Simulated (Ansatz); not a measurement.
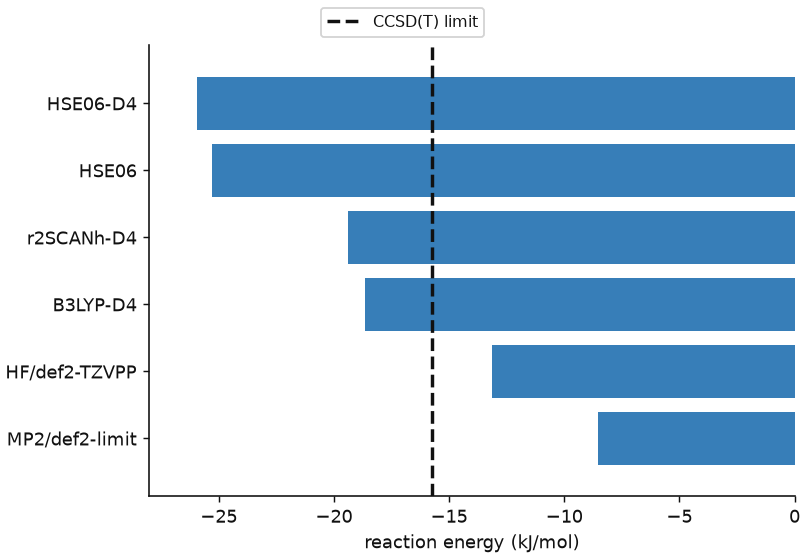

Electronic reaction energy of C₂H₇Al (C[CH2][AlH2]) + GeSiH₅F (F[SiH2][GeH3]) → AlGeSiH₆F (F[SiH]([AlH2])[GeH3]) + C₂H₆ (CC) (SMILES in brackets) at several levels (functionals in def2-TZVPP unless a basis is named), isolated molecules at PBE0-D4 triple-zeta geometries, minima by their frequencies, no zero-point or thermal terms, the Ansatz code 0.2.0. The line is frozen-core CCSD(T) at the basis limit (MP2 extrapolated from triple and quadruple zeta, plus CCSD(T) less MP2 in a smaller set). No dispersion term is added to HSE06.

Q: What do zero-point energy and temperature add?

A: Zero-point change 7.7 kJ/mol; at 298.15 K and 1 bar the CCSD(T) limit plus thermal terms gives an enthalpy of reaction of −6.5 and a free energy of −2.5 kJ/mol (harmonic PBE0-D4 modes, ideal gas).

Q: What range do the values span, the line included?

A: From −25.9 kJ/mol (HSE06-D4) to −8.5 kJ/mol (MP2/def2-limit).

Note: no scalar relativity up to krypton; outer-core shells are correlated without core-valence functions, which makes the correlated values less sure.
